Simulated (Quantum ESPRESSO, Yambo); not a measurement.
# KBr (Fm-3m): G0W0 in Yambo against the bands, part 2 of 2

Wanted: the cheapest bands that holds the gap of KBr (Fm-3m).

Yambo 5.3.0; PBE and many-body steps on it, plane waves. Known limits of the many-body steps: not at the basis limit; no spin-orbit coupling.

So far. Step 4 (129 bands): Against the run before, the gap moves by +0.096 eV.

### 5. 227 bands

Level of this step: G0W0 on PBE, plane waves, norm-conserving pseudopotentials (Yambo).

Contents of gw4.in:

```
HF_and_locXC
gw0
dyson
ppa
em1d
rim_cut
RandQpts= 1000000
RandGvec= 1 RL
EXXRLvcs= 76 Ry
VXCRLvcs= 304 Ry
Chimod= "HARTREE"
% BndsRnXp
 1 | 227 |
%
NGsBlkXp= 14.5 Ry
% LongDrXp
 1 | 1 | 1 |
%
% GbndRnge
 1 | 227 |
%
DysSolver= "n"
ExtendOut
PPAPntXp= 27.21138 eV
% QPkrange
 1 | 1 | 12 | 15 |
%
```

Command:

```bash
OMP_NUM_THREADS=1 mpirun -n 4 yambo -F gw4.in -J gw4 -C gw4 > gw4.log
```

The log of the run:

```text
 Yambo, version 5.3.0

 [02] CORE Variables Setup
 =========================

  [... cell, symmetries and grids as in the set-up ...]

  [02.05] Energies & Occupations
  ==============================

  [X] === General ===
  [X] Electronic Temperature                        :  0.000000  0.000000 [eV K]
  [X] Bosonic    Temperature                        :  0.000000  0.000000 [eV K]
  [X] Finite Temperature mode                       : no
  [X] El. density                                   :  0.36174E+24 [cm-3]
[...]
Sx RL components                                 :   5577

   QP @ state[ 1 ] K range                          :  1  1
   QP @ state[ 1 ] b range                          :  12  15
   GF energies kind                                 : Perdew, Burke & Ernzerhof(X)+Perdew, Burke & Ernzerhof(C)
   GF WF`s kind                                     : Perdew, Burke & Ernzerhof(X)+Perdew, Burke & Ernzerhof(C)
   Xs energies kind                                 : Perdew, Burke & Ernzerhof(X)+Perdew, Burke & Ernzerhof(C)
   Xs WF`s kind                                     : Perdew, Burke & Ernzerhof(X)+Perdew, Burke & Ernzerhof(C)

 [11] Game Over & Game summary
```

Run time: 5.8 min. Hardware: 4 MPI ranks of Arm Neoverse V1, shared host; peak memory 2.2 GiB.

Numbers from this step:

```yaml
g0w0_gap_on_the_points_computed: 7.739 eV
starting_gap_on_the_mesh: 4.436 eV
k_of_the_valence_top: 0, 0, 0
k_of_the_conduction_bottom: 0, 0, 0
least_direct_g0w0_gap_on_the_computed_points: 7.739 eV
```

Against the run before, the gap moves by +0.071 eV.

### 6. 343 bands

Contents of gw5.in:

```
HF_and_locXC
gw0
dyson
ppa
em1d
rim_cut
RandQpts= 1000000
RandGvec= 1 RL
EXXRLvcs= 76 Ry
VXCRLvcs= 304 Ry
Chimod= "HARTREE"
% BndsRnXp
 1 | 343 |
%
NGsBlkXp= 14.5 Ry
% LongDrXp
 1 | 1 | 1 |
%
% GbndRnge
 1 | 343 |
%
DysSolver= "n"
ExtendOut
PPAPntXp= 27.21138 eV
% QPkrange
 1 | 1 | 12 | 15 |
%
```

Command:

```bash
OMP_NUM_THREADS=1 mpirun -n 4 yambo -F gw5.in -J gw5 -C gw5 > gw5.log
```

The log of the run:

```text
 Yambo, version 5.3.0

 [02] CORE Variables Setup
 =========================

  [... cell, symmetries and grids as in the set-up ...]

  [02.05] Energies & Occupations
  ==============================

  [X] === General ===
  [X] Electronic Temperature                        :  0.000000  0.000000 [eV K]
  [X] Bosonic    Temperature                        :  0.000000  0.000000 [eV K]
  [X] Finite Temperature mode                       : no
  [X] El. density                                   :  0.36174E+24 [cm-3]
[...]
Sx RL components                                 :   5577

   QP @ state[ 1 ] K range                          :  1  1
   QP @ state[ 1 ] b range                          :  12  15
   GF energies kind                                 : Perdew, Burke & Ernzerhof(X)+Perdew, Burke & Ernzerhof(C)
   GF WF`s kind                                     : Perdew, Burke & Ernzerhof(X)+Perdew, Burke & Ernzerhof(C)
   Xs energies kind                                 : Perdew, Burke & Ernzerhof(X)+Perdew, Burke & Ernzerhof(C)
   Xs WF`s kind                                     : Perdew, Burke & Ernzerhof(X)+Perdew, Burke & Ernzerhof(C)

 [11] Game Over & Game summary
```

Run time: 9.5 min. Hardware: 4 MPI ranks; peak memory 2.9 GiB.

Numbers from this step:

| Quantity | Value |
| --- | --- |
| G0W0 gap on the points computed | 7.771 eV |
| starting gap on the mesh | 4.436 eV |
| k of the valence top | 0, 0, 0 |
| k of the conduction bottom | 0, 0, 0 |
| least direct G0W0 gap on the computed points | 7.771 eV |

Against the run before, the gap moves by +0.032 eV.

### 7. 474 bands

Contents of gw6.in:

```
HF_and_locXC
gw0
dyson
ppa
em1d
rim_cut
RandQpts= 1000000
RandGvec= 1 RL
EXXRLvcs= 76 Ry
VXCRLvcs= 304 Ry
Chimod= "HARTREE"
% BndsRnXp
 1 | 474 |
%
NGsBlkXp= 14.5 Ry
% LongDrXp
 1 | 1 | 1 |
%
% GbndRnge
 1 | 474 |
%
DysSolver= "n"
ExtendOut
PPAPntXp= 27.21138 eV
% QPkrange
 1 | 1 | 12 | 15 |
%
```

Command:

```bash
OMP_NUM_THREADS=1 mpirun -n 4 yambo -F gw6.in -J gw6 -C gw6 > gw6.log
```

The log of the run:

```text
 Yambo, version 5.3.0

 [02] CORE Variables Setup
 =========================

  [... cell, symmetries and grids as in the set-up ...]

  [02.05] Energies & Occupations
  ==============================

  [X] === General ===
  [X] Electronic Temperature                        :  0.000000  0.000000 [eV K]
  [X] Bosonic    Temperature                        :  0.000000  0.000000 [eV K]
  [X] Finite Temperature mode                       : no
  [X] El. density                                   :  0.36174E+24 [cm-3]
[...]
Sx RL components                                 :   5577

   QP @ state[ 1 ] K range                          :  1  1
   QP @ state[ 1 ] b range                          :  12  15
   GF energies kind                                 : Perdew, Burke & Ernzerhof(X)+Perdew, Burke & Ernzerhof(C)
   GF WF`s kind                                     : Perdew, Burke & Ernzerhof(X)+Perdew, Burke & Ernzerhof(C)
   Xs energies kind                                 : Perdew, Burke & Ernzerhof(X)+Perdew, Burke & Ernzerhof(C)
   Xs WF`s kind                                     : Perdew, Burke & Ernzerhof(X)+Perdew, Burke & Ernzerhof(C)

 [11] Game Over & Game summary
```

Run time: 12 min. Hardware: 4 MPI ranks; peak memory 3.5 GiB.

This step gave:

```yaml
g0w0_gap_on_the_points_computed: 7.781 eV
starting_gap_on_the_mesh: 4.436 eV
k_of_the_valence_top: 0, 0, 0
k_of_the_conduction_bottom: 0, 0, 0
least_direct_g0w0_gap_on_the_computed_points: 7.781 eV
```

Against the run before, the gap moves by +0.010 eV.

### 8. The runs together

Times are wall times on 4 MPI ranks of Arm Neoverse V1, shared host, good to a factor of about two.

```csv
run,mesh,bands,screening cutoff (eV),DFT gap (eV),gap on the mesh (eV),direct (eV),time
39 bands,4×4×4,39,197.3,4.436,7.550,7.550,53 s
70 bands,4×4×4,70,197.3,4.436,7.573,7.573,1.7 min
129 bands,4×4×4,129,197.3,4.436,7.669,7.669,3.2 min
227 bands,4×4×4,227,197.3,4.436,7.739,7.739,5.8 min
343 bands,4×4×4,343,197.3,4.436,7.771,7.771,9.5 min
474 bands,4×4×4,474,197.3,4.436,7.781,7.781,12 min
```

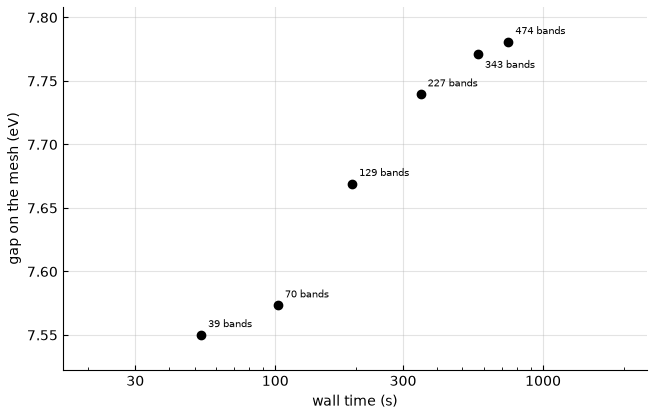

Result against wall time.

### 9. Results

* 39 bands: 7.550 eV
* 70 bands: 7.573 eV
* 129 bands: 7.669 eV
* 227 bands: 7.739 eV
* 343 bands: 7.771 eV
* 474 bands: 7.781 eV
* known limits: not at the basis limit; no spin-orbit coupling

In words: The setting moved: bands. From 39 bands to 474 bands the gap moves by +0.23 eV, for 14 times the time. It holds to 0.03 eV from 343 bands on. Bands and screening cutoff are coupled, so a series along one setting does not show full convergence. Bands and cutoff are finite, so the gap is not at the basis limit. The miss can reach some tenths of an eV and take either sign; the mesh is an error of its own. In the G0W0 runs levels were corrected at 1 k point alone, so a gap called «on the mesh» is the least over those, and an edge elsewhere would be missed. The many-body steps are scalar-relativistic: spin-orbit coupling is not in them.

[Paths, hosts, dates, memory and timing lines, banners, echoed tables and standing remarks are left out of the program output.]

[Logs are printed without paths, hosts, clocks, repeated set-up lines and the standing remarks that a program may print on its own settings, such as how far it seeks lower states.]

[Runs of the session that timed out or met a known fault of the program may be left out.]

[Hosts, paths, dates, database ids (printed as entryN), source tags and the programs' standing remarks are cut or masked in the printed files.]
